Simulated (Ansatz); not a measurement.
Consider Hf in the hcp (Mg type) structure (space group P6_3/mmc, No. 194; a = 3.158 Å, c = 5.004 Å; relaxed with 0.1 eV smearing).

Structures relaxed with PBEsol, PAW, 420 eV (Ansatz, an electronic-structure program; scalar-relativistic without spin-orbit coupling).

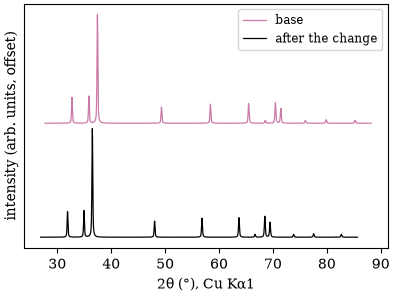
Fig. 1. Simulated powder patterns before (top) and after one change

Q: Name the change that was made.
(A) isotropic strain +1.00 %
(B) isotropic strain +1.50 %
(C) isotropic strain +2.50 %

A: C, isotropic strain +2.50 %. Its volume per atom is 23.27 Å³ against 21.61 Å³, and its space group is P6_3/mmc (No. 194).

Whether these cells are dynamically stable was not tested. The final runs are not spin-polarised.
